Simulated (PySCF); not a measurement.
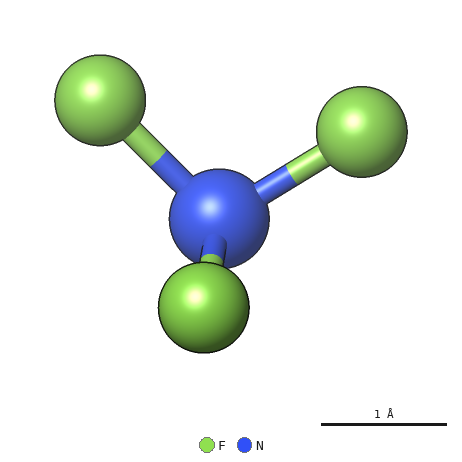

Ball-and-stick drawing of a structure. Every bond is drawn as one stick, whatever its order.

Which formula does it have?

Answer. NF₃, 4 atoms: 1 nitrogen and 3 fluorine.

How many atoms are distinct by symmetry?

Answer. 2: 3 F, 1 N.

Write the SMILES.

Answer. FN(F)F

More results for the same structure follow; atom numbers are the same in all pictures, views and colours differ. The geometry was computed by an optimisation with PBE0-D3(BJ)/def2-SVP. No frequency run is at hand to confirm it as a minimum.

### Electronic properties

No frequency run is at hand to confirm it as a minimum. Method: PBE0/pcSseg-0, gas phase (PySCF 2.14.0).

Give the HOMO–LUMO gap at this level.

Answer. 10.79 eV.

What is the dipole moment?

Answer. 0.07 D.

What is the HOMO energy (Kohn–Sham orbital)?

Answer. −9.97 eV.

### Quadrupole coupling

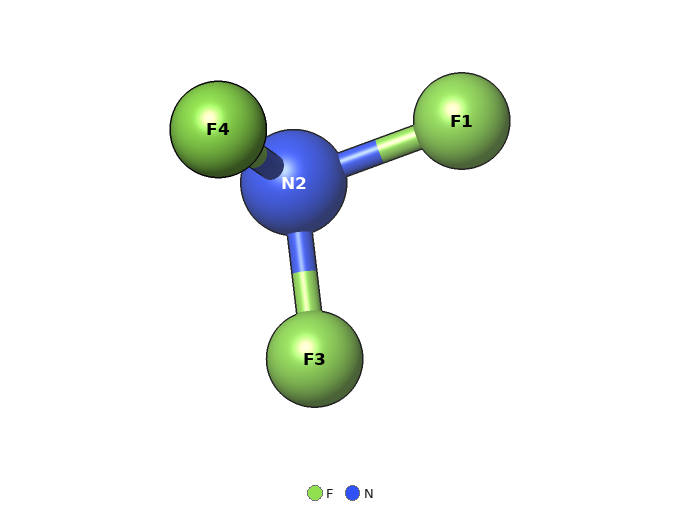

No frequency run is at hand to confirm it as a minimum. Electric field gradients from the ground-state density, B97-2/pcJ-1 (PySCF 2.14.0), non-relativistic apart from any core potentials.

Give the largest field-gradient component, the quadrupole coupling constant and the asymmetry for 14N at N2 (Q = 20.44 mb).

| atom | V_zz (a.u.) | e²qQ/h (MHz) | η |
| --- | --- | --- | --- |
| N2 | −1.612 | −7.74 | 0.00 |

### Bond orders

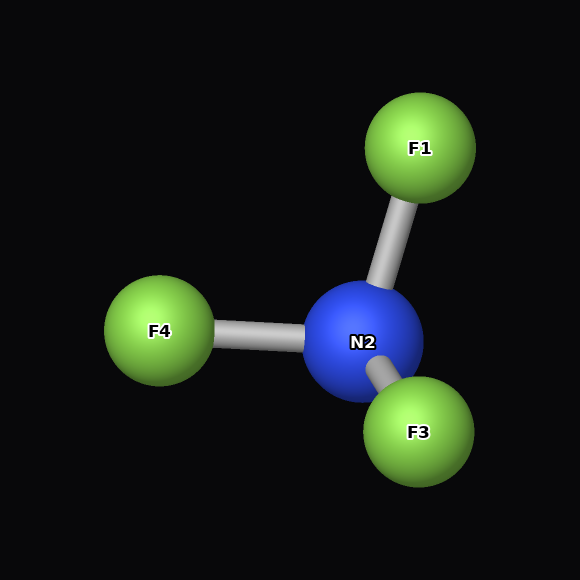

The thickness of each stick grows with its Mayer bond order. No frequency run is at hand to confirm it as a minimum. Method: PBE0/pcSseg-0 (PySCF 2.14.0).

List the Mayer bond orders of F1–N2 (one bond of each equivalent set).

```tsv
bond	Mayer order	length (Å)
F1–N2	0.91	1.352
```

### Spin–spin coupling

No frequency run is at hand to confirm it as a minimum. Method: KT2/pcJ-1 indirect spin-spin coupling, non-relativistic, gas phase (PySCF 2.14.0). Isotopes: 19F, 15N.

Give the spin–spin coupling constants of these pairs, with the number of bonds between them: N2/F3, N2/F4, F1/F3, F1/F4, F3/F4.

| pair | bonds apart | J (Hz) |
| --- | --- | --- |
| N2, F3 | 1 | 257.7 |
| N2, F4 | 1 | 258.1 |
| F1, F3 | 2 | 223.5 |
| F1, F4 | 2 | 224.1 |
| F3, F4 | 2 | 222.6 |

Density functionals are unreliable for couplings to fluorine, so those rows may be far off.
